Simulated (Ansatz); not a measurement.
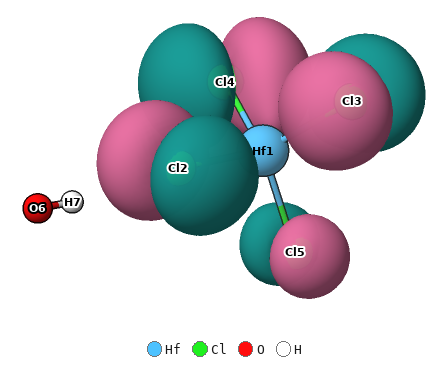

The picture shows: Cl$_{4}$Hf···OH (doublet). The HOMO−1 (α) at ±0.06 Å⁻³ᐟ² (teal and pink are the two phases), seen at an oblique angle.

Core potentials replace the inner electrons of Hf.

Computed with Ansatz 0.2.0, UHF/def2-SVP.

Input

```
crystal:
  periodic: [false, false, false]
  atoms:
    - { symbol: Hf, position_ang: [0.003717, 0.004977, -0.072026] }
    - { symbol: Cl, position_ang: [-0.003212, -0.00533, 2.398364] }
    - { symbol: Cl, position_ang: [2.208198, -0.000659, -0.875758] }
    - { symbol: Cl, position_ang: [-1.103623, 1.911217, -0.875805] }
    - { symbol: Cl, position_ang: [-1.101557, -1.908678, -0.86519] }
    - { symbol: O, position_ang: [-0.005907, -0.008698, 5.200959] }
    - { symbol: H, position_ang: [-0.509416, -0.79393, 4.998956] }
magnetization:
  spin_polarized: true
  initial_magnetization: 1
basis:
  gaussian: { orbitals: def2-SVP }
hamiltonian:
  xc: hf
relax:
  f_tol: 0.03
  max_steps: 50
output:
  orbitals: {}
```

Run with:

```sh
ansatz run input.yaml --threads 4 --pin off --max-ram 5120MiB --backend cpu --events-out ev --progress --plain --runs-dir out
```

The fields are those of the run's last geometry, not of the input's.

What is the character of this orbital?

Answer. It lies mainly on Cl3 (about 30 %), Cl4 (about 30 %) and Cl2 (about 30 %); largely a combination of lone pairs on Cl3, Cl4 and Cl2. Its energy is −13.26 eV.
